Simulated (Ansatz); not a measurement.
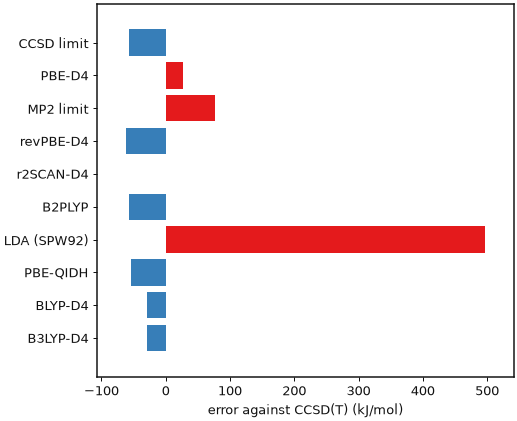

Error in the electronic atomisation energy (method less reference, so positive means overbinding) of CH₅FOSi₂, SMILES F[Si@@H]1O[C@H]1[SiH3]: functionals in def2-TZVPP against frozen-core CCSD(T) at the limit (MP2 extrapolated from triple and quadruple zeta, plus CCSD(T) less MP2 in a smaller set), which gives 3596.5 kJ/mol, at a PBE0-D4/def2-TZVP geometry (a minimum by its frequencies), no zero-point or spin-orbit term, the Ansatz code 0.2.0. The reference leaves out core correlation, a term that grows with the number of heavy atoms. B2PLYP and PBE-QIDH hold a correlation term that converges slowly with the basis, so part of the distance to the limit is basis error. No dispersion term is added to B2PLYP and PBE-QIDH. Limit means the basis limit.

### Which of these levels overbind, and which underbind?

Overbind: PBE-D4, MP2 limit and LDA (SPW92). Underbind: CCSD limit, revPBE-D4, B2PLYP, PBE-QIDH, BLYP-D4 and B3LYP-D4. Within 25 kJ/mol of zero, too close to call in view of what the reference leaves out: r2SCAN-D4.

### What range do the values span?

From −61.8 kJ/mol (revPBE-D4) to 496.6 kJ/mol (LDA (SPW92)).
